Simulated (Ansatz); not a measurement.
SiH₄···H (doublet)

Input

```
crystal:
  periodic: [false, false, false]
  atoms:
    - {symbol: H, position_ang: [-0.906971, -0.504225, -0.164442]}
    - {symbol: Si, position_ang: [0.431405, 0.234599, 0.076805]}
    - {symbol: H, position_ang: [-2.064897, -1.124012, -0.368422]}
    - {symbol: H, position_ang: [0.452038, 0.747421, 1.470214]}
    - {symbol: H, position_ang: [0.536544, 1.363182, -0.882430]}
    - {symbol: H, position_ang: [1.551981, -0.716964, -0.131725]}
basis:
  gaussian: {orbitals: def2-TZVPP}
magnetization: {spin_polarized: true, initial_magnetization: 1}
hamiltonian: {xc: pbe0, dispersion: d4}
output: {orbitals: {seedname: orbitals}}
```

Launched as:

```sh
ansatz run in.yaml --threads 2 --pin off --events-out ev --progress --plain --max-ram 4352MiB
```

A transition-state structure; geometry: PBE0-D4/def2-TZVP.

Level of theory: Ansatz 0.2.0, UKS PBE0-D4/def2-TZVPP.

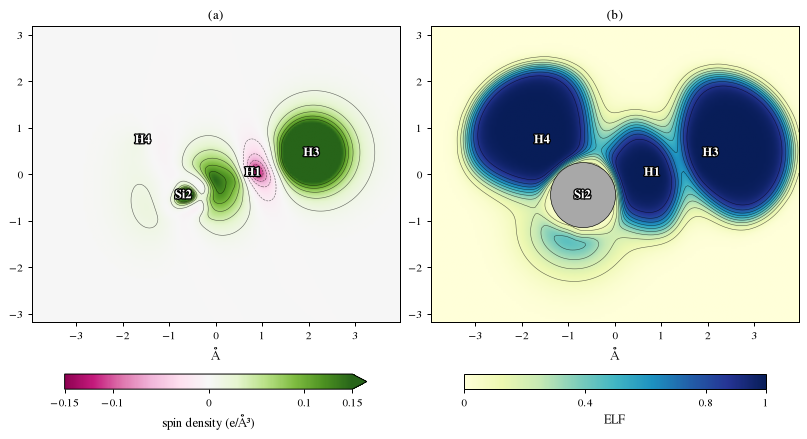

Figure 1. (a) spin density (α minus β); (b) electron localisation function on the plane of atoms H1, Si2 and H4. Grey discs cover the atomic cores in the ELF map.

### Interpret the plot.

Atoms in the plane: H and Si.
H1···H3 (1.33 Å): the ELF is about 0.65 at the midpoint.
Si–H (1.48 Å): the ELF climbs to about 1 towards the hydrogen, as it does in any bond to H.
The unpaired spin (1 electron) lies mostly on H3 (about 0.7) and Si2 (about 0.2), in electrons by Hirshfeld's partition.

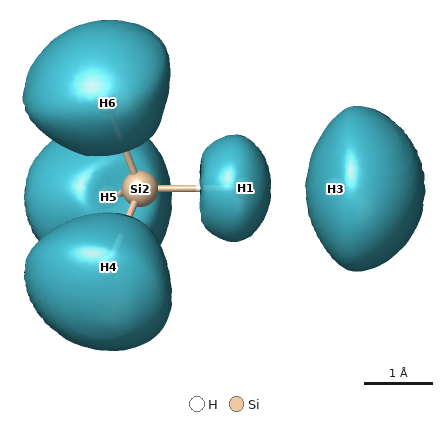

Figure 2. Isosurface of the electron localisation function at 0.9 (cyan), seen from one side. Core shells and regions of very low density are left out.

### Where are the electrons localised?

At this value the surface marks out five regions around hydrogen nuclei.

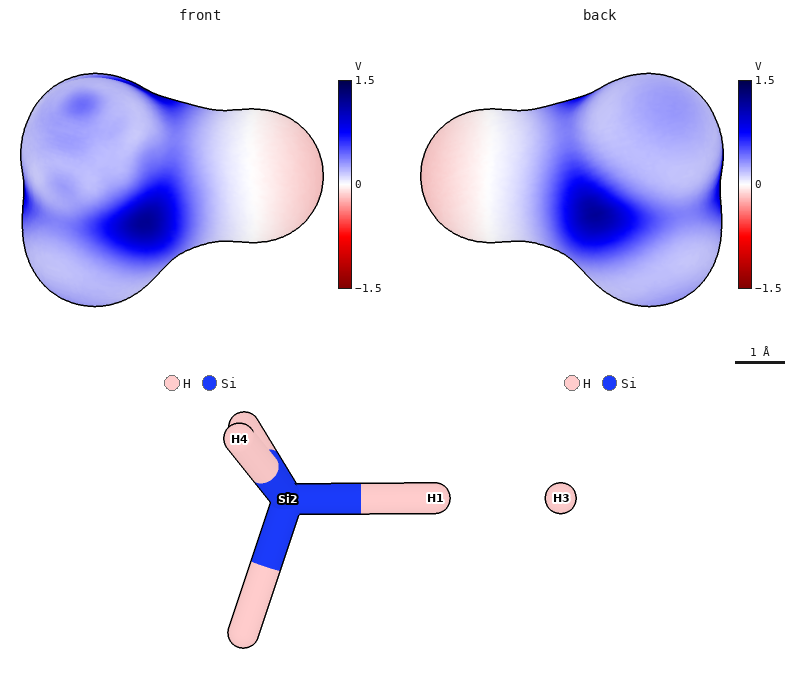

Figure 3. The molecular electrostatic potential painted on the density surface at 0.002 e/bohr³, seen from the front and from behind; red is negative and blue positive. The bare structure is drawn below in the same view.

### Where is the surface potential most negative and most positive?

The most negative region (about −0.2 V) lies over H3, the most positive (about +1.2 V) over Si2.
